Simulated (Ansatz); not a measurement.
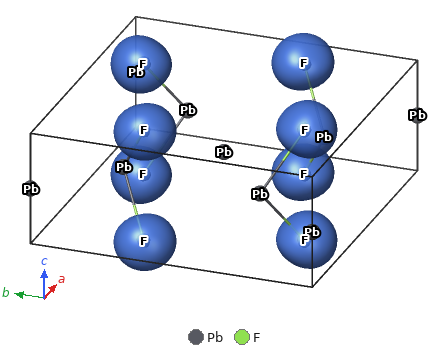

Pb₃F₂. Isosurface of the ELF at 0.6 (blue), seen at an oblique angle. Only the valence region is drawn (cores and ρ < 0.01 e/Å³ removed). Sticks mark near contacts.

Space group P4/mbm; built by placing these elements on a known structure type.

Method: DFT, PAW plane waves, PBE (Ansatz).

In a PAW calculation such maps are meaningful between the atoms, not at the nuclei.

Identify the bonds, lone pairs and shells in this picture.

At this value the surface marks out four regions wrapped around F (the valence shell of each), counted in one cell of 10 atoms. Any copies at cell faces, edges or corners count once.

Values along the shortest contacts:
Pb–F (2.34 Å): the ELF is about 0.15 at the midpoint; no localised pair shows between them.
